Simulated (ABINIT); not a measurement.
## SiC (F-43m): G0W0 in ABINIT against the screening cutoff in the self-energy

Wanted: the cheapest screening cutoff in the self-energy that holds the gap of SiC (F-43m).

Program: ABINIT 10.8.3. Level of theory: PBE and many-body steps on it, plane waves. Results are calculated unless marked as measured.

## Step 1: Set-up

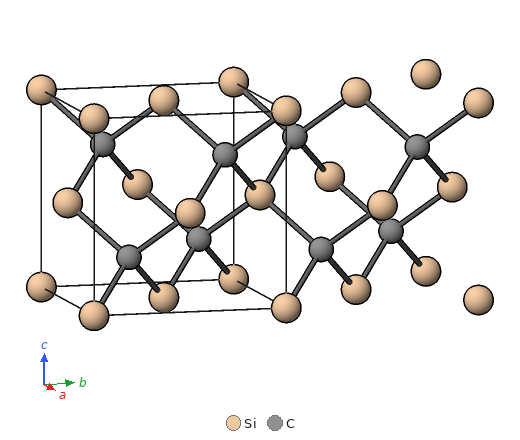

The cell as given, slightly off an axis (silicon light orange, carbon grey). 1×2×1 cells are drawn. This picture shows the conventional cell, with its axes. Bonds to atoms that aren't drawn are left out. Some periodic images of atoms are drawn too.

As a file:

```cif
data_structure
_symmetry_space_group_name_H-M 'F-43m'
_symmetry_Int_Tables_number 216
_cell_length_a 4.3580
_cell_length_b 4.3580
_cell_length_c 4.3580
_cell_angle_alpha 90.000
_cell_angle_beta 90.000
_cell_angle_gamma 90.000
_cell_volume 82.77
loop_
_atom_site_label
_atom_site_type_symbol
_atom_site_symmetry_multiplicity
_atom_site_Wyckoff_symbol
_atom_site_fract_x
_atom_site_fract_y
_atom_site_fract_z
_atom_site_occupancy
Si1 Si 4 a 0.00000 0.00000 0.00000 1
C1 C 4 d 0.25000 0.25000 0.75000 1
```

The cell and positions come from the Crystallography Open Database and are kept as given unless a step says otherwise.

## Step 2: Screening, 6×6×6 mesh, 65 bands, screening to 217.7 eV

This step: ABINIT 10.8.3; RPA screening on PBE, plane waves, norm-conserving pseudopotentials.

The RPA dielectric matrix is built and inverted for each q.

run.abi

```
acell 3*1.0 Angstrom
rprim 
  -0.000000000000 2.179000000000 2.179000000000
  2.179000000000 -0.000000000000 2.179000000000
  2.179000000000 2.179000000000 -0.000000000000
ntypat 2
znucl 14 6
natom 2
typat 1 2
xred 
  0.000000000000 0.000000000000 0.000000000000
  0.250000000000 0.250000000000 0.250000000000
pp_dirpath "pseudos"
pseudos "Si.upf, C.upf"
ecut 37
ngkpt 6 6 6
nshiftk 1
shiftk 0 0 0
kptopt 1
chksymbreak 0
istwfk *1
occopt 1
irdwfk 1
optdriver 3
nband 65
ecuteps 8
inclvkb 2
awtr 1
symchi 1
indata_prefix "in"
outdata_prefix "out"
tmpdata_prefix "tmp"
```

On the command line:

```console
$ OMP_NUM_THREADS=1 mpirun -n 4 abinit run.abi > log
```

Log:

```text
.Version 10.8.3 of ABINIT. v10.8.2 released Aug 2026.

 Symmetries : space group F-4 3 m (#216); Bravais cF (face-center cubic)
[... echo of the input left out ...]
== DATASET  1 ==================================================================
-   mpi_nproc: 4, omp_nthreads: 1 (-1 if OMP is not activated)

--- !DatasetInfo
iteration_state: {dtset: 1, }
dimensions: {natom: 2, nkpt: 16, mband: 65, nsppol: 1, nspinor: 1, nspden: 1, mpw: 1524, }
cutoff_energies: {ecut:  37.0, pawecutdg:  -1.0, }
electrons: {nelect:   8.00000000E+00, charge:   0.00000000E+00, occopt:   1.00000000E+00, tsmear:   1.00000000E-02, }

 SCREENING: Calculation of the susceptibility and dielectric matrices

 Based on a program developped by R.W. Godby, V. Olevano, G. Onida, and L. Reining.
 Incorporated in ABINIT by V. Olevano, G.-M. Rignanese, and M. Torrent.
.Using double precision arithmetic ; gwpc =  8

[... cell and pseudopotentials left out ...]
--------------------------------------------------------------------------------

 ==== K-mesh for the wavefunctions ====
 Number of points in the irreducible wedge :    16
[... list of points left out ...]
 Together with 24 symmetry operations and time-reversal symmetry
 yields   216 points in the full Brillouin Zone.

 ==== Q-mesh for the screening function ====
 Number of points in the irreducible wedge :    16
[... list of points left out ...]
 Together with 24 symmetry operations and time-reversal symmetry
 yields   216 points in the full Brillouin Zone.

 setmesh: FFT mesh size selected  =    24x   24x   24
          total number of points  =        13824

 vcoul_init : cutoff-mode = AUXILIARY_FUNCTION
 q-points for optical limit:   1
     1)      0.000010    0.000020    0.000030

- screening: taking advantage of time-reversal symmetry
- Maximum band index for partially occupied states nbvw = 4
- Remaining bands to be divided among processors   nbcw = 61
- Number of bands treated by each node ~15

 Number of electrons calculated from density =    8.0000; Expected =    8.0000
 average of density, n =  0.057292
 r_s =    1.6092
 omega_plasma =   23.0888 [eV]

 calculating chi0 at frequencies [eV] :
  1    0.000000E+00    0.000000E+00
  2    0.000000E+00    2.308880E+01

--------------------------------------------------------------------------------
  q-point number  1        q = ( 0.000000, 0.000000, 0.000000) [r.l.u.]
--------------------------------------------------------------------------------
[... chi0 elements left out ...]
 For q-point:  0.000010 0.000020 0.000030
  dielectric constant =   7.0785
  dielectric constant without local fields =   7.7429

  Average fulfillment of the sum rule on Im[epsilon] for q-point    1 :     84.48  [%]
[... wings left out ...]
  q-point number  2        q = ( 0.166667, 0.000000, 0.000000) [r.l.u.]
--------------------------------------------------------------------------------
[... chi0 elements left out ...]
  Average fulfillment of the sum rule on Im[epsilon] for q-point    2 :     93.62  [%]

 [... 14 further q-points ...]
```

The job ended after 21 s (4 MPI ranks of Arm Neoverse V2, shared host; peak memory 0.58 GiB).

This step gave:

```
ε∞ with local fields, on this mesh, along the program's q direction : 7.079
the same without local fields                                       : 7.743
plasma frequency                                                    : 23.09 eV
plane waves in the screening matrix                                 : 169
```

Local fields lower ε∞ by 9 %.

## Step 3: 1.6 Ha

This step: G0W0 on PBE, plane waves, norm-conserving pseudopotentials.

run.abi: that of step 2 with these lines changed.

```diff
@@ -23,8 +23,17 @@
 irdwfk 1
-optdriver 3
+optdriver 4
 nband 65
-ecuteps 8
-inclvkb 2
-awtr 1
-symchi 1
+gwcalctyp 0
+ecutsigx 37
+symsigma 1
+nkptgw 2
+kptgw 
+  0.0000000000 0.0000000000 0.0000000000
+  0.5000000000 0.5000000000 0.0000000000
+bdgw 
+  2 8
+  3 6
+ecuteps 1.6
+irdscr 1
+ppmodel 1
 indata_prefix "in"
```

Log:

```text
.Version 10.8.3 of ABINIT. v10.8.2 released Aug 2026.

 Symmetries : space group F-4 3 m (#216); Bravais cF (face-center cubic)
[... echo of the input left out ...]
== DATASET  1 ==================================================================
-   mpi_nproc: 4, omp_nthreads: 1 (-1 if OMP is not activated)

--- !DatasetInfo
iteration_state: {dtset: 1, }
dimensions: {natom: 2, nkpt: 16, mband: 65, nsppol: 1, nspinor: 1, nspden: 1, mpw: 1524, }
cutoff_energies: {ecut:  37.0, pawecutdg:  -1.0, }
electrons: {nelect:   8.00000000E+00, charge:   0.00000000E+00, occopt:   1.00000000E+00, tsmear:   1.00000000E-02, }

 SIGMA: Calculation of the GW corrections

 Based on a program developped by R.W. Godby, V. Olevano, G. Onida, and L. Reining.
 Incorporated in ABINIT by V. Olevano, G.-M. Rignanese, and M. Torrent.
.Using double precision arithmetic ; gwpc =  8

[... cell and pseudopotentials left out ...]
--------------------------------------------------------------------------------

 ==== K-mesh for the wavefunctions ====
 Number of points in the irreducible wedge :    16
[... list of points left out ...]
 Together with 24 symmetry operations and time-reversal symmetry
 yields   216 points in the full Brillouin Zone.

 ==== Q-mesh for screening function ====
 Number of points in the irreducible wedge :    16
[... list of points left out ...]
 Together with 24 symmetry operations and time-reversal symmetry
 yields   216 points in the full Brillouin Zone.

 vcoul_init : cutoff-mode = AUXILIARY_FUNCTION
 q-points for optical limit:   1
     1)      0.000010    0.000020    0.000030
 setmesh: FFT mesh size selected  =    32x   32x   32
          total number of points  =        32768

 Number of electrons calculated from density =    8.0000; Expected =    8.0000
 average of density, n =  0.057292
 r_s =    1.6092
 omega_plasma =   23.0888 [eV]

 === KS Band Gaps ===
  >>>> For spin  1
   Minimum direct gap =   4.5530 [eV], located at k-point      :   0.5000  0.5000  0.0000
   Fundamental gap    =   1.3613 [eV], Top of valence bands at :   0.0000  0.0000  0.0000
                                       Bottom of conduction at :   0.5000  0.5000  0.0000
 SIGMA fundamental parameters:
 PLASMON POLE MODEL  1
 number of plane-waves for SigmaX                 1459
 number of plane-waves for SigmaC and W             15
 number of plane-waves for wavefunctions          1459
 number of bands                                    65
 number of independent spin polarizations            1
 number of spinorial components                      1
 number of k-points in IBZ                          16
 number of q-points in IBZ                          16
 number of symmetry operations                      24
 number of k-points in BZ                          216
 number of q-points in BZ                          216
 number of frequencies for dSigma/dE                 9
 frequency step for dSigma/dE [eV]                0.25
 number of omega for Sigma on real axis              0
 max omega for Sigma on real axis  [eV]           0.00
 zcut for avoiding poles [eV]                     0.10

 EPSILON^-1 parameters (SCR file):
 dimension of the eps^-1 matrix on file            169
 dimension of the eps^-1 matrix used                15
 number of plane-waves for wavefunctions          1459
 number of bands                                    65
 number of q-points in IBZ                          16
 number of frequencies                               2
 number of real frequencies                          1
 number of imag frequencies                          1

 matrix elements of self-energy operator (all in [eV])

 Perturbative Calculation

--- !SelfEnergy_ee
iteration_state: {dtset: 1, }
kpoint     : [   0.000,    0.000,    0.000, ]
spin       : 1
KS_gap     :    6.223
QP_gap     :    6.930
Delta_QP_KS:    0.707
data: !SigmaeeData |
     Band     E0 <VxcDFT>   SigX SigC(E0)      Z dSigC/dE  Sig(E)    E-E0       E
        2   6.835 -14.930 -17.579   2.576   0.809  -0.237 -14.989  -0.060   6.775
        3   6.835 -14.930 -17.579   2.576   0.809  -0.237 -14.989  -0.060   6.775
        4   6.835 -14.930 -17.579   2.576   0.809  -0.237 -14.989  -0.060   6.775
        5  13.058 -13.213  -7.543  -4.867   0.807  -0.240 -12.566   0.647  13.706
        6  14.146 -11.327  -5.827  -4.682   0.814  -0.228 -10.661   0.666  14.812
        7  14.146 -11.327  -5.827  -4.682   0.814  -0.228 -10.661   0.666  14.812
        8  14.146 -11.327  -5.827  -4.682   0.814  -0.228 -10.661   0.666  14.812

--- !SelfEnergy_ee
iteration_state: {dtset: 1, }
kpoint     : [   0.500,    0.500,    0.000, ]
spin       : 1
KS_gap     :    4.553
QP_gap     :    5.366
Delta_QP_KS:    0.813
data: !SigmaeeData |
     Band     E0 <VxcDFT>   SigX SigC(E0)      Z dSigC/dE  Sig(E)    E-E0       E
        3   3.643 -13.567 -17.441   3.276   0.795  -0.258 -14.042  -0.475   3.168
        4   3.643 -13.567 -17.441   3.276   0.795  -0.258 -14.042  -0.475   3.168
        5   8.196 -10.505  -6.372  -3.724   0.826  -0.210 -10.167   0.338   8.534
        6  11.168 -10.770  -5.961  -4.111   0.829  -0.207 -10.192   0.578  11.746

== END DATASET(S) ==============================================================
================================================================================

 -outvars: echo values of variables after computation  --------
           etotal      0.0000000000E+00
            nband          65
             nkpt          16
          spgroup         216
 [... the other variables as echoed above ...]

 Calculation completed.
```

Wall time 2 s (4 MPI ranks); peak memory 0.12 GiB.

Numbers from this step:

* G0W0 gap on the points computed: 1.759 eV
* starting gap on the mesh: 1.361 eV
* k of the valence top: 0, 0, 0
* k of the conduction bottom: 0.5, 0.5, 0
* Z at the valence top: 0.809
* Z at the conduction bottom: 0.826
* least direct G0W0 gap on the computed points: 5.366 eV

## Step 4: 2.8 Ha

The self-energy is evaluated for the states that the input lists, and the levels follow from it, in one-shot runs by the linearised quasiparticle equation.

run.abi: that of step 3 with these lines changed.

```diff
@@ -35,3 +35,3 @@
   3 6
-ecuteps 1.6
+ecuteps 2.8
 irdscr 1
```

Log:

```text
.Version 10.8.3 of ABINIT. v10.8.2 released Aug 2026.

 Symmetries : space group F-4 3 m (#216); Bravais cF (face-center cubic)
[... echo of the input left out ...]
== DATASET  1 ==================================================================
-   mpi_nproc: 4, omp_nthreads: 1 (-1 if OMP is not activated)

--- !DatasetInfo
iteration_state: {dtset: 1, }
dimensions: {natom: 2, nkpt: 16, mband: 65, nsppol: 1, nspinor: 1, nspden: 1, mpw: 1524, }
cutoff_energies: {ecut:  37.0, pawecutdg:  -1.0, }
electrons: {nelect:   8.00000000E+00, charge:   0.00000000E+00, occopt:   1.00000000E+00, tsmear:   1.00000000E-02, }

 SIGMA: Calculation of the GW corrections

 Based on a program developped by R.W. Godby, V. Olevano, G. Onida, and L. Reining.
 Incorporated in ABINIT by V. Olevano, G.-M. Rignanese, and M. Torrent.
.Using double precision arithmetic ; gwpc =  8

[... cell and pseudopotentials left out ...]
--------------------------------------------------------------------------------

 ==== K-mesh for the wavefunctions ====
 Number of points in the irreducible wedge :    16
[... list of points left out ...]
 Together with 24 symmetry operations and time-reversal symmetry
 yields   216 points in the full Brillouin Zone.

 ==== Q-mesh for screening function ====
 Number of points in the irreducible wedge :    16
[... list of points left out ...]
 Together with 24 symmetry operations and time-reversal symmetry
 yields   216 points in the full Brillouin Zone.

 vcoul_init : cutoff-mode = AUXILIARY_FUNCTION
 q-points for optical limit:   1
     1)      0.000010    0.000020    0.000030
 setmesh: FFT mesh size selected  =    32x   32x   32
          total number of points  =        32768

 Number of electrons calculated from density =    8.0000; Expected =    8.0000
[...]
number of omega for Sigma on real axis              0
 max omega for Sigma on real axis  [eV]           0.00
 zcut for avoiding poles [eV]                     0.10

 EPSILON^-1 parameters (SCR file):
 dimension of the eps^-1 matrix on file            169
 dimension of the eps^-1 matrix used                27
 number of plane-waves for wavefunctions          1459
 number of bands                                    65
 number of q-points in IBZ                          16
 number of frequencies                               2
 number of real frequencies                          1
 number of imag frequencies                          1

 matrix elements of self-energy operator (all in [eV])

 Perturbative Calculation

--- !SelfEnergy_ee
iteration_state: {dtset: 1, }
kpoint     : [   0.000,    0.000,    0.000, ]
spin       : 1
KS_gap     :    6.223
QP_gap     :    6.999
Delta_QP_KS:    0.775
data: !SigmaeeData |
     Band     E0 <VxcDFT>   SigX SigC(E0)      Z dSigC/dE  Sig(E)    E-E0       E
        2   6.835 -14.930 -17.579   2.419   0.802  -0.247 -15.115  -0.185   6.650
        3   6.835 -14.930 -17.579   2.419   0.802  -0.247 -15.115  -0.185   6.650
        4   6.835 -14.930 -17.579   2.419   0.802  -0.247 -15.115  -0.185   6.650
[...]
--- !SelfEnergy_ee
iteration_state: {dtset: 1, }
kpoint     : [   0.500,    0.500,    0.000, ]
spin       : 1
KS_gap     :    4.553
QP_gap     :    5.406
Delta_QP_KS:    0.854
data: !SigmaeeData |
     Band     E0 <VxcDFT>   SigX SigC(E0)      Z dSigC/dE  Sig(E)    E-E0       E
[...]
5   8.196 -10.505  -6.372  -3.815   0.823  -0.215 -10.243   0.262   8.458
        6  11.168 -10.770  -5.961  -4.231   0.826  -0.211 -10.292   0.477  11.646

== END DATASET(S) ==============================================================
================================================================================

 -outvars: echo values of variables after computation  --------
           etotal      0.0000000000E+00
            nband          65
             nkpt          16
          spgroup         216
 [... the other variables as echoed above ...]

 Calculation completed.
```

Wall time 2.1 s (4 MPI ranks); peak memory 0.12 GiB; 8 s of CPU time.

This step gave:

```
G0W0 gap on the points computed              : 1.808 eV
starting gap on the mesh                     : 1.361 eV
k of the valence top                         : 0, 0, 0
k of the conduction bottom                   : 0.5, 0.5, 0
Z at the valence top                         : 0.802
Z at the conduction bottom                   : 0.823
least direct G0W0 gap on the computed points : 5.406 eV
```

The gap on the mesh goes from 1.36 eV to 1.81 eV, a correction of +0.45 eV.

(Continued in part 2 of 2.)

[Paths, hosts, dates, memory and timing lines, banners, echoed tables and standing remarks are left out of the program output.]

[Logs are printed without paths, hosts, clocks, repeated set-up lines and the standing remarks that a program may print on its own settings, such as how far it seeks lower states.]

[Runs of the session that timed out or met a known fault of the program may be left out.]

[Hosts, paths, dates, database ids (printed as entryN), source tags and the programs' standing remarks are cut or masked in the printed files.]

[G0W0 gaps are taken among the corrected bands and points alone; a level outside them can change the order at an edge.]

[Where Ansatz stands beside ABINIT at settings called matched, ABINIT's density can come from a denser mesh and the files from another edition; pairs whose starting gaps differed by over 0.03 eV were left out, so agreement reads better than it is.]
